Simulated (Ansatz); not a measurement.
# WSi2, response to strain

The reference is WSi2 (space group I4/mmm, No. 139; a = 3.229 Å, c = 7.870 Å; relaxed with 0.1 eV smearing).

Strains are applied to the cell and any free atomic positions relax.

Level of theory: PBE (Ansatz, a quantum-chemistry and plane-wave program), spin-orbit coupling left out, earlier PAW set.

Notes on the quantities. energy relative to the base: free energy F.

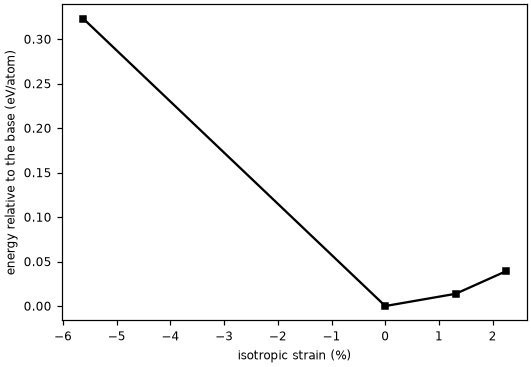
Fig. 1. Energy relative to the base against isotropic strain

**Question.** From the plot, what is the energy relative to the base for isotropic strain +2.24 %?

**Answer.** About 0.04 eV/atom.

**Question.** Is the trend monotonic over the range shown?

**Answer.** No, it turns within the range, spanning 0 meV/atom to +0.323 eV/atom.

Whether these cells are dynamically stable was not tested. All final runs are without spin polarisation.
